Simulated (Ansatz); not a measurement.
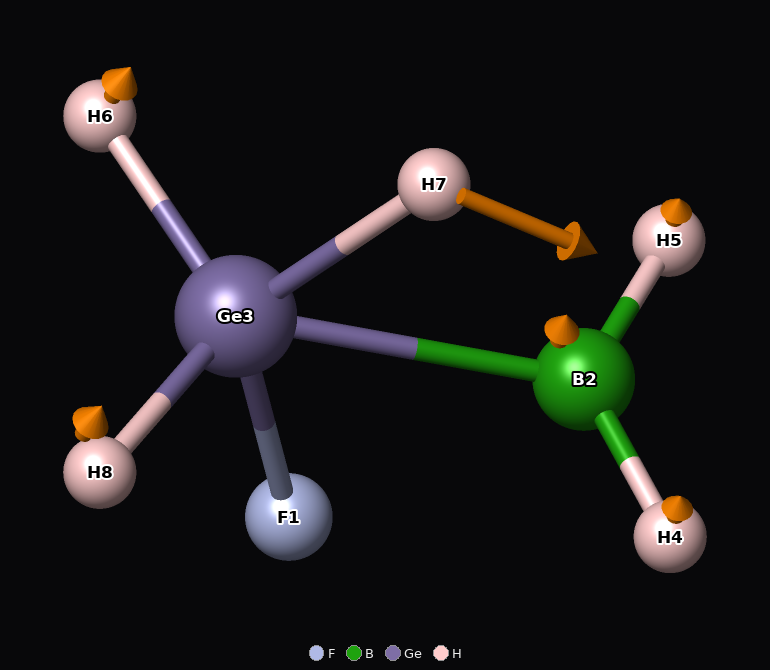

The arrows show one normal mode. Charge 0, doublet. Harmonic vibrations computed with UKS PBE0-D4/def2-TZVP (Ansatz 0.2.0) at a stationary point of the same level. It is a saddle point of order 1.

Q: At what wavenumber does it lie?

A: 560i cm⁻¹; it is mode 1 of 18 counted from the lowest.
